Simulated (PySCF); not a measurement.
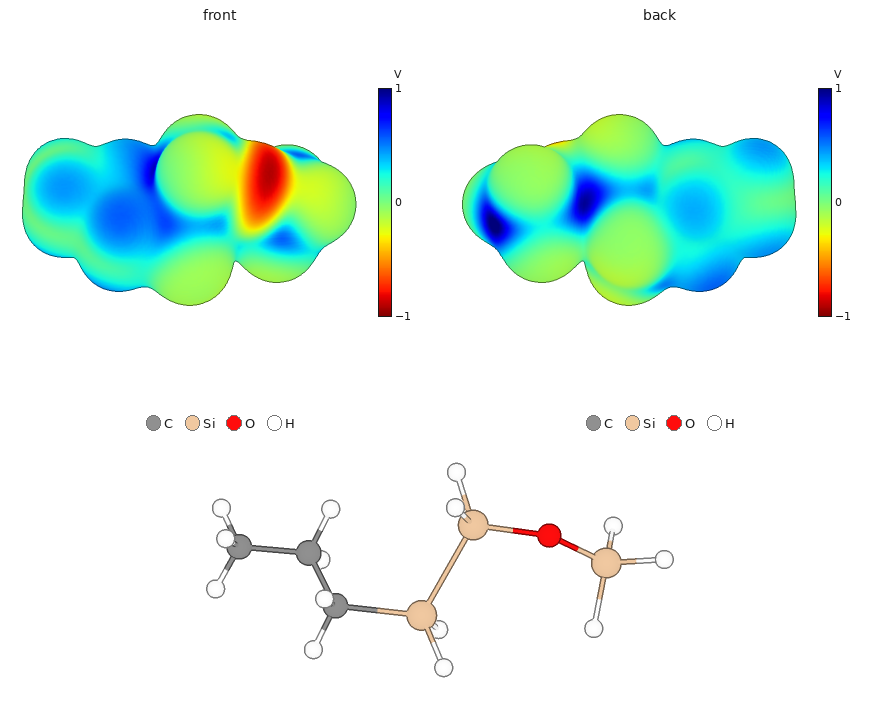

C$_{3}$H$_{14}$OSi$_{3}$. The electrostatic potential painted on the density surface at 0.001 e/bohr³, seen from the front and from behind; red is negative and blue positive. The bare structure is drawn below in the same view.

Geometry: PBE0-D3(BJ)/def2-SVP.

The calculation used PBE0/pcSseg-1, SCF density, gas phase, non-relativistic in PySCF.

```xyz
21

C    -3.6199   -0.0653   -0.6436
C    -2.1514   -0.3335   -0.3512
C    -1.5935    0.5304    0.7799
Si    0.2266    0.2033    1.1849
Si    1.5805    0.5807   -0.7006
O     3.1923    0.4067   -0.3108
Si    4.2667   -0.5809    0.4727
H    -3.9906   -0.6933   -1.4683
H    -4.2448   -0.2702    0.2405
H    -3.7831    0.9875   -0.9250
H    -2.0148   -1.4003   -0.1009
H    -1.5608   -0.1707   -1.2705
H    -2.1822    0.3791    1.7022
H    -1.6978    1.6015    0.5299
H     0.6877    1.0986    2.2941
H     0.4118   -1.2157    1.6348
H     1.3807    1.9685   -1.2192
H     1.2296   -0.3693   -1.8057
H     3.8300   -0.8013    1.8861
H     4.3552   -1.9071   -0.2114
H     5.6048    0.0732    0.4615
```

> Describe the electrostatic potential map.

The most negative region (about −0.9 V) lies over O6, the most positive (about +0.9 V) over Si5 and Si7.

> How polar is the molecule by this calculation?

Its dipole moment is 1.31 D.
